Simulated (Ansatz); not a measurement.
```xyz
4

C    -3.1230   -0.0417   -2.2618
N    -3.0841   -0.8341   -1.3800
P    -2.9836   -2.1310   -0.2589
Se   -3.3388   -1.3257    1.6005
```

Geometry: PBE0-D3(BJ)/def2-SVP.

These are results of Ansatz, isolated molecule in a Gaussian basis; Kohn-Sham density functional theory, functional PBE0, not measurements.

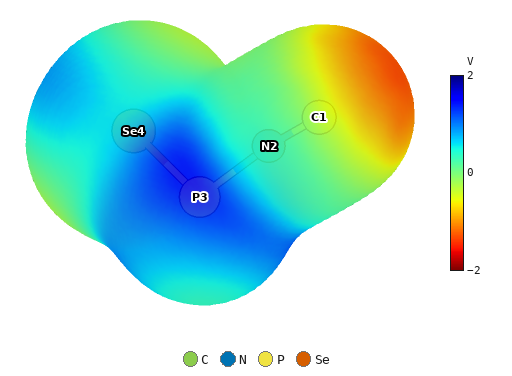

CNPSe (SMILES [C-]#[N+]P=[Se]). The electrostatic potential painted on the density surface at 0.002 e/bohr³, seen at a tilt; the colour scale runs from red (negative) to blue (positive).

### Describe the electrostatic potential map.

The most negative region (about −1.3 V, or −30 kcal/mol for a unit charge) lies over C1, the most positive (about +1.5 V, or +35 kcal/mol for a unit charge) over P3.

### What dipole moment does the calculation give?

Its dipole moment is 1.98 D.
